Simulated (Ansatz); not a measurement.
Method: PBE (plane waves to 420 eV, PAW; Ansatz, a program for electronic structure).

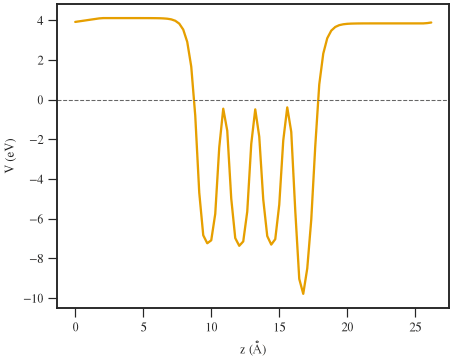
Planar average of the electrostatic potential across the slab, in eV from the Fermi level, for C on the 1x1 (111) surface of fcc Al, one in a 2x2 cell, started at the site 'hollow Al-Al-Al over Al at depth 2.3 Å'

Set-up: 17 atoms, 7.0 Å thick at the start under the adsorbate (thin: gaps and levels are the slab's own); mesh 6x6x1; 0.1 eV smearing; dipole correction on; 8 atoms held, the rest relaxed; symmetry of the start imposed; spin-polarised, no spin-orbit, no U, no dispersion correction. The starting moment vanished. At the end it is bonded to 4 Al. In PBE it is, or lies within 0.03 eV of, the lowest of the starts that converged.

The vacuum level lies 3.85 eV above the Fermi level over the top face and 4.11 eV above it under the bottom face.
